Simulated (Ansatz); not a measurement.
Cost and result by functional for the surface energy of the (30-31) surface of hcp Ru in its 1x1 cell, outermost plane spacing 0.39 Å in the ideal cut, in Ansatz (plane waves, PAW). Single points on the PBE structure, on one kind of machine; costs are rough ratios of the slab run's core time (references not counted) to the cheapest single point. r2SCAN's cost holds its higher cutoff (500 against 420 eV). Differences are taken against r2SCAN for comparison alone: no measured value is at hand, so the table doesn't rank accuracy.

Model: 28-atom slab, 10.4 Å thick at the start (thin: gaps and levels are the slab's own), 14x3x1 mesh, Fermi-Dirac 0.1 eV, dipole correction, all atoms relaxed; held to the part of the start's symmetry that mesh and held atoms allow; no spin, no spin-orbit, no U. These notes are the PBE run's.

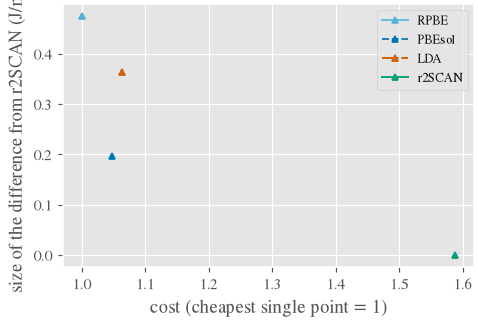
Figure. Difference from r2SCAN against cost

| functional | relative cost | surface energy (J/m²) | less r2SCAN (J/m²) |
|---|---|---|---|
| RPBE | 1 | 2.79 | -0.48 |
| PBEsol | 1 | 3.46 | 0.20 |
| LDA | 1 | 3.63 | 0.36 |
| r2SCAN | 2 | 3.26 | 0.00 |
| PBE (the relaxed run's value) | – | 3.03 | -0.23 |

The values span 0.84 J/m², while the single points' costs differ by a factor of roughly 2. Differences are of unrounded values.

Ansatz is a program for electronic structure.
